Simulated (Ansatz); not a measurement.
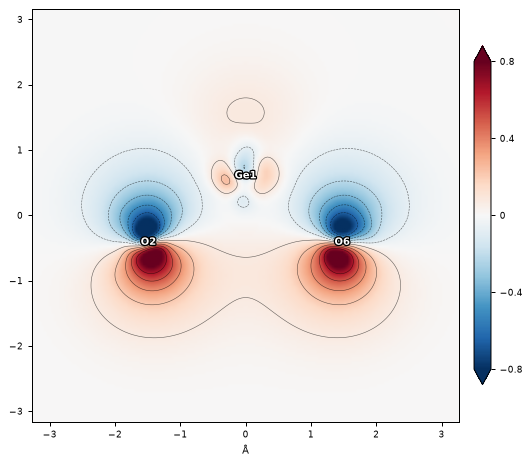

*GeH₄O₂. The HOMO−1 on the plane of atoms O2, Ge1 and O6 (values in Å⁻³ᐟ²; the overall sign is arbitrary).*

Level of theory: Ansatz 0.2.0, RKS PBE/def2-SVP.

```xyz
7

Ge    0.2297   -0.0167    0.1137
O     0.6310   -0.1026    1.8657
H    -0.1489    0.1177    2.4089
H     1.5951   -0.2872   -0.5639
H    -0.4630    1.3148   -0.2643
O    -1.0057   -1.2479   -0.3289
H    -0.6569   -2.1491   -0.1950
```

**Describe this orbital and give its energy.**

It lies mainly on O2 (about 40 %), O6 (about 40 %) and Ge1 (about 10 %); largely a combination of lone pairs on O2 and O6. Its energy is −6.99 eV.
